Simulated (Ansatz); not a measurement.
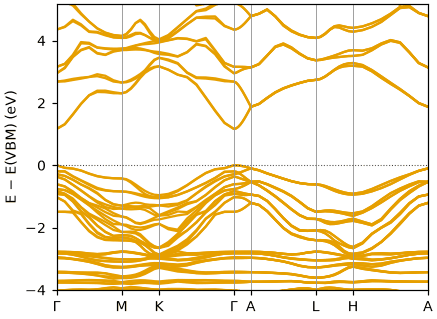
*Band structure from the program Ansatz at the PBE+D3(BJ) with spin–orbit coupling level (PAW)*

**Question.** Read off the gap and where the band edges lie.

**Answer.** About 1.2 eV (1.17 eV by a search for the band edges); maximum at Γ, minimum at Γ.

The material is AgI in space group P6_3mc (No. 186; Ag on 2a, Ag on 2b, I on 2a, I on 2b).

The first step of the workflow began from a Materials Project structure, measured or hypothetical. Its sites differ from those of the usual phase in this space group: another stacking or structure type. The PBE+D3(BJ) relaxation kept the symmetry of its start; its stability against distortions is not shown here. The run is not spin-polarised.

Potentials: the later of the program's two PAW sets.
